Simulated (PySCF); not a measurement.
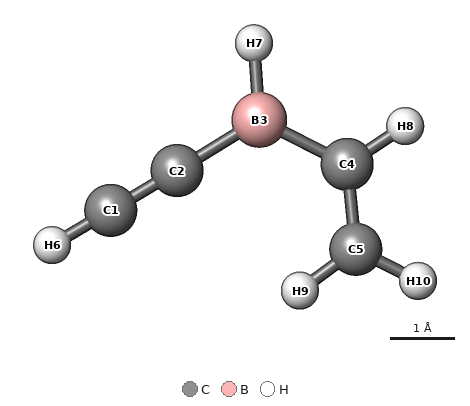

**Figure 1.** The input geometry of the first run (ball-and-stick view, seen at a tilt; atoms are numbered from 1 in the order of the input). Bond lengths as drawn: B–C 1.52 to 1.55 Å, B–H 1.21 Å, C–C 1.22 to 1.35 Å and C–H 1.08 to 1.10 Å.

# Two runs on C₄H₅B

System: C₄H₅B.
Method of the first run: GIAO PBE0/STO-3G NMR shielding, non-relativistic, gas phase (PySCF 2.14.0).

The geometry comes from this level: PBE0-D3(BJ)/def2-SVP. Text and figures count atoms from 1; the logs count them from 0 in places.

## The input, the first run
```
{"job": {"kind": "nmr", "xc": "PBE0", "basis": "STO-3G", "pop": true}, "charge": 0, "multiplicity": 1}
C      2.365470    -0.611333     0.525928
C      1.442234     0.126936     0.223725
B      0.300279     1.060391    -0.153892
C     -1.150448     0.542887    -0.303967
C     -1.478728    -0.749065    -0.119695
H      3.184514    -1.255099     0.792846
H      0.560606     2.228445    -0.335028
H     -1.950928     1.242606    -0.572383
H     -0.717093    -1.489717     0.149892
H     -2.504862    -1.118066    -0.228091
```

The first line tells a small driver script what to run in PySCF; the rest is the geometry in Å.

Command:
```bash
OMP_NUM_THREADS=1 python <driver script> task.json out
```

Hardware: 1 CPU thread, shared host.

## Output (the first run)
```
coarse grid: 8536 points
cycle   1  E = -177.7497248699  dE =  4.559e-01  |g| = 2.429e-01  |ddm| = 4.240e+00
cycle   2  E = -177.7242779825  dE =  2.545e-02  |g| = 4.031e-01  |ddm| = 7.119e-01
cycle   3  E = -177.7680717412  dE = -4.379e-02  |g| = 9.564e-02  |ddm| = 4.672e-01
cycle   4  E = -177.7706168611  dE = -2.545e-03  |g| = 3.082e-02  |ddm| = 1.278e-01
cycle   5  E = -177.7708515019  dE = -2.346e-04  |g| = 1.190e-02  |ddm| = 4.246e-02
cycle   6  E = -177.7708965099  dE = -4.501e-05  |g| = 1.413e-03  |ddm| = 1.594e-02
cycle   7  E = -177.7708973828  dE = -8.729e-07  |g| = 1.698e-04  |ddm| = 2.468e-03
final grid: 82904 points
cycle   8  E = -177.7570134004  dE = -6.724e-06  |g| = 2.004e-03  |ddm| = 1.065e-02
cycle   9  E = -177.7570141568  dE = -7.564e-07  |g| = 1.480e-03  |ddm| = 5.065e-03
cycle  10  E = -177.7570148014  dE = -6.446e-07  |g| = 6.362e-04  |ddm| = 2.384e-03
cycle  11  E = -177.7570149103  dE = -1.089e-07  |g| = 1.366e-04  |ddm| = 7.206e-04
cycle  12  E = -177.7570149155  dE = -5.226e-09  |g| = 4.905e-05  |ddm| = 1.884e-04
cycle  13  E = -177.7570149162  dE = -7.385e-10  |g| = 1.066e-05  |ddm| = 6.314e-05
converged SCF energy = -177.7570149162

GIAO shielding tensors (ppm)
atom      isotropic    diamagn.    paramagn.     s11        s22        s33       span
  0 C      124.751     265.109    -140.358    101.992    111.105    161.156     59.164
  1 C      158.728     264.568    -105.840     90.471     95.465    290.247    199.776
  2 B       71.277     196.331    -125.053     20.593     43.531    149.709    129.116
  3 C      112.462     251.708    -139.246     13.615     95.304    228.466    214.851
  4 C      106.923     253.485    -146.561     13.744     98.583    208.443    194.699
  5 H       27.476      30.616      -3.140     24.946     25.613     31.868      6.922
  6 H       26.668      29.704      -3.035     24.661     27.251     28.094      3.433
  7 H       25.590      29.849      -4.259     23.104     25.464     28.202      5.097
  8 H       25.732      33.126      -7.395     23.094     25.027     29.074      5.980
  9 H       26.040      29.788      -3.748     23.832     25.960     28.328      4.495
```

For the second run the input was changed thus:
```diff
-"basis": "STO-3G"
+"basis": "6-31G"
```

Predict how the results change.

The total energy of the second run is 1355.6 kcal/mol lower, which measures the change of basis and not a stability. The HOMO goes from −5.98 to −7.69 eV. The LUMO goes from 0.21 to −2.07 eV. The dipole moment goes from 1.22 to 1.37 D. Of all shieldings, the largest change is that of C5, by −54.9 ppm. The SCF takes 14 iterations against 13. The basis functions go from 30 to 55.

## Output (the second run)
```
coarse grid: 8536 points
cycle   1  E = -179.9244054960  dE =  4.139e-01  |g| = 3.230e-01  |ddm| = 3.089e+00
cycle   2  E = -179.9050207120  dE =  1.938e-02  |g| = 4.235e-01  |ddm| = 8.131e-01
cycle   3  E = -179.9500254426  dE = -4.500e-02  |g| = 1.603e-01  |ddm| = 5.425e-01
cycle   4  E = -179.9568721951  dE = -6.847e-03  |g| = 2.340e-02  |ddm| = 1.512e-01
cycle   5  E = -179.9569731145  dE = -1.009e-04  |g| = 1.394e-02  |ddm| = 3.311e-02
cycle   6  E = -179.9570230996  dE = -4.999e-05  |g| = 2.789e-03  |ddm| = 1.399e-02
cycle   7  E = -179.9570257262  dE = -2.627e-06  |g| = 4.779e-04  |ddm| = 3.670e-03
final grid: 82904 points
cycle   8  E = -179.9172386579  dE = -1.384e-05  |g| = 5.228e-03  |ddm| = 1.720e-02
cycle   9  E = -179.9172396280  dE = -9.701e-07  |g| = 4.989e-03  |ddm| = 1.094e-02
cycle  10  E = -179.9172468337  dE = -7.206e-06  |g| = 6.233e-04  |ddm| = 5.452e-03
cycle  11  E = -179.9172469486  dE = -1.149e-07  |g| = 1.828e-04  |ddm| = 7.323e-04
cycle  12  E = -179.9172469569  dE = -8.327e-09  |g| = 5.243e-05  |ddm| = 1.990e-04
cycle  13  E = -179.9172469573  dE = -3.648e-10  |g| = 3.941e-05  |ddm| = 7.952e-05
cycle  14  E = -179.9172469577  dE = -3.962e-10  |g| = 5.703e-06  |ddm| = 3.606e-05
converged SCF energy = -179.9172469577

GIAO shielding tensors (ppm)
atom      isotropic    diamagn.    paramagn.     s11        s22        s33       span
  0 C       81.531     278.174    -196.643     37.108     46.482    161.003    123.895
  1 C      109.078     257.970    -148.892     15.431     19.422    292.381    276.950
  2 B       61.707     197.915    -136.208     11.195     41.485    132.442    121.248
  3 C       59.196     253.589    -194.393    -58.217     40.917    194.887    253.104
  4 C       52.047     259.215    -207.168    -55.888     36.658    175.372    231.260
  5 H       27.962      29.811      -1.849     25.566     26.315     32.006      6.440
  6 H       25.756      28.537      -2.780     23.681     26.598     26.990      3.308
  7 H       24.941      29.152      -4.211     22.090     25.407     27.325      5.236
  8 H       25.122      33.347      -8.225     22.593     24.546     28.228      5.635
  9 H       25.568      29.720      -4.152     23.339     25.941     27.425      4.086
```

## The two runs side by side

| quantity | the first run | the second run |
| --- | --- | --- |
| outcome | converged | converged |
| total energy (hartree) | −177.757015 | −179.917247 |
| HOMO (eV) | −5.98 | −7.69 |
| LUMO (eV) | 0.21 | −2.07 |
| dipole moment (D) | 1.22 | 1.37 |
| shielding of C1 (ppm) | 124.8 | 81.5 |
| shielding of C2 (ppm) | 158.7 | 109.1 |
| shielding of B3 (ppm) | 71.3 | 61.7 |
| shielding of C4 (ppm) | 112.5 | 59.2 |
| shielding of C5 (ppm) | 106.9 | 52.0 |
| shielding of H7 (ppm) | 26.7 | 25.8 |
| shielding of H8 (ppm) | 25.6 | 24.9 |
| SCF iterations | 13 | 14 |
| basis functions | 30 | 55 |
| wall time (shared host) | 1.9 s | 3.6 s |
